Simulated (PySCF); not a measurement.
**W⁺: interval between two levels with spin-orbit coupling**

Each state of tungsten is computed at each level; their differences give the interval between two levels. How far do the methods differ?

Program: PySCF 2.14.0. Level of theory: two-component X2C-1e, generalised determinants. These are calculated values, not measurements, unless marked.

## 1. Starting point

```
Element                                   : tungsten (Z = 74)
Basis                                     : x2c-TZVPall-2c (11s11p10d2f, 108 functions)
Hamiltonian                               : two-component X2C-1e, Gaussian nucleus, no Breit or QED terms; spin-orbit coupling, run by run: screened by Boettger's factors
Core shells frozen in the correlated runs : [Kr] 4d10 4f14 (for W⁺)
State 1                                   : W⁺ 4f14 5d3 6s1 6p1 6G13/2: [Xe] 4f14 5d3 6s1 6p1; 5d5/2 filled at m_j = +1/2, +3/2, +5/2; 6s1/2 filled at m_j = +1/2; 6p3/2 filled at m_j = +3/2
Needed too, but not shown                 : W⁺ [Xe] 4f14 5d4 6s1 (6D)
Methods                                   : GHF, GMP2
```

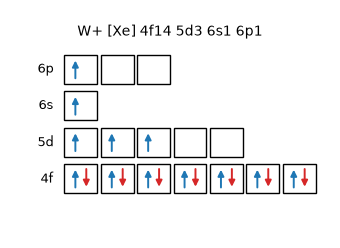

The shells outside the core, filled by Hund's rule for the drawing.

All steps ran in one process of a driver on top of PySCF, which takes the settings above as its task.

The driver's launch:

```
> OMP_NUM_THREADS=1 python sorun2.py TASK.json OUT
```

The integrals over 108 functions and the set-up took 11 s of CPU time.

## 2. W⁺ 4f14 5d3 6s1 6p1 6G13/2

Level: GHF (screened spin-orbit).

Output:

```text
cycle= 1 E= -16149.0169945502  delta_E= -1.61e+04  |FDS-SDF|= 0.0938
cycle= 2 E= -16149.0822292927  delta_E= -0.0652  |FDS-SDF|= 0.0142
cycle= 3 E= -16149.0945953826  delta_E= -0.0124  |FDS-SDF|= 0.0112
cycle= 4 E= -16149.1005896377  delta_E= -0.00599  |FDS-SDF|= 0.00836
cycle= 5 E= -16149.1111209392  delta_E= -0.0105  |FDS-SDF|= 0.00774
cycle= 6 E= -16149.1342202267  delta_E= -0.0231  |FDS-SDF|= 0.00501
cycle= 7 E= -16149.1410718572  delta_E= -0.00685  |FDS-SDF|= 0.00304
cycle= 8 E= -16149.1446836789  delta_E= -0.00361  |FDS-SDF|= 0.00159
cycle= 9 E= -16149.1452808849  delta_E= -0.000597  |FDS-SDF|= 0.000781
cycle= 10 E= -16149.1455365134  delta_E= -0.000256  |FDS-SDF|= 0.000719
cycle= 11 E= -16149.1455832066  delta_E= -4.67e-05  |FDS-SDF|= 0.000305
cycle= 12 E= -16149.1455960080  delta_E= -1.28e-05  |FDS-SDF|= 0.000175
cycle= 13 E= -16149.1456032864  delta_E= -7.28e-06  |FDS-SDF|= 0.000171
cycle= 14 E= -16149.1456067021  delta_E= -3.42e-06  |FDS-SDF|= 1.79e-05
cycle= 15 E= -16149.1456067593  delta_E= -5.72e-08  |FDS-SDF|= 3.24e-06
cycle= 16 E= -16149.1456067610  delta_E= -1.71e-09  |FDS-SDF|= 1.02e-06
```

Time after the integrals: 20 s (1 thread of Neoverse-V1, shared host).

Occupied spinors:

| spinor shell | electrons | mean energy (eV) | weight of the nominal j | rms radius (bohr) |
| --- | --- | --- | --- | --- |
| 1s1/2 | 2 | -69891.4 | 1.000 | 0.0208 |
| 2s1/2 | 2 | -12212.1 | 1.000 | 0.0838 |
| 2p1/2 | 2 | -11657.6 | 1.000 | 0.0713 |
| 2p3/2 | 4 | -10299.2 | 1.000 | 0.0787 |
| 3s1/2 | 2 | -2883.5 | 1.000 | 0.214 |
| 3p1/2 | 2 | -2636.9 | 1.000 | 0.206 |
| 3p3/2 | 4 | -2338.2 | 1.000 | 0.221 |
| 3d3/2 | 4 | -1927.7 | 1.000 | 0.195 |
| 3d5/2 | 6 | -1863.3 | 1.000 | 0.199 |
| 4s1/2 | 2 | -636.73 | 1.000 | 0.478 |
| 4p1/2 | 2 | -533.13 | 1.000 | 0.487 |
| 4p3/2 | 4 | -463.22 | 1.000 | 0.520 |
| 4d3/2 | 4 | -292.57 | 1.000 | 0.544 |
| 4d5/2 | 6 | -279.37 | 1.000 | 0.556 |
| 5s1/2 | 2 | -105.79 | 1.000 | 1.14 |
| 5p1/2 | 2 | -71.964 | 0.966 | 1.27 |
| 5p3/2 | 4 | -61.358 | 0.979 | 1.35 |
| 4f5/2 | 6 | -63.269 | 0.987 | 0.666 |
| 4f7/2 | 8 | -61.075 | 0.991 | 0.669 |
| 5d5/2 | 3 | -21.538 | 0.691 | 2.02 |
| 6s1/2 | 1 | -18.094 | 0.996 | 3.12 |
| 6p3/2 | 1 | -11.535 | 1.000 | 3.90 |

M_J = 13/2, ⟨J²⟩ = 48.780, ⟨L²⟩ = 20.780, ⟨S²⟩ = 8.565. Rows whose weight is well below 1 mix j = l ± 1/2: exchange competes with spin-orbit coupling there.

Level: GMP2 (screened spin-orbit).

This step left no log, only its results.

Time after the integrals: 0.74 s (1 thread of Neoverse-V1, shared host).

With 13 electrons correlated and 34 very high virtual spinors dropped, the MP2 correlation energy is -0.19672 hartree. Largest pairs: 5d5/2-5p3/2 -0.0367, 5p1/2-5p3/2 -0.0335, 5p3/2-5p3/2 -0.0323, 5d5/2-5p1/2 -0.0144, 5p3/2-5s1/2 -0.0104.

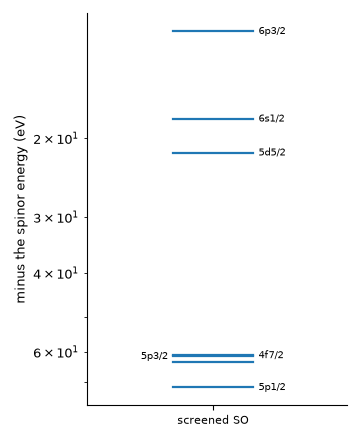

The highest 7 spinor levels of W⁺ 4f14 5d3 6s1 6p1 6G13/2 on a logarithmic scale.

## 3. Differences of total energies

Interval between two levels: W⁺ [Xe] 4f14 5d4 6s1 [5d5/2^4 6s1/2^1, M_J = 9/2] → W⁺ [Xe] 4f14 5d3 6s1 6p1 [5d5/2^3 6s1/2^1 6p3/2^1, M_J = 13/2].

| method | value (eV) |
| --- | --- |
| GHF (screened spin-orbit) | 5.300 |
| GMP2 (screened spin-orbit) | 5.594 |

The differences also use runs on W⁺ [Xe] 4f14 5d4 6s1 (6D), which are not shown here.

## 4. Outcome

| quantity | value |
| --- | --- |
| interval between two levels, W⁺ → 4f14 5d3 6s1 6p1 6G13/2 | GHF (screened spin-orbit) 5.300, GMP2 (screened spin-orbit) 5.594 eV |

The methods span 0.295 eV, from GHF (screened spin-orbit) (5.300) to GMP2 (screened spin-orbit) (5.594). No reference value is at hand in this session. All values hold for this basis alone; no basis-set limit was taken.
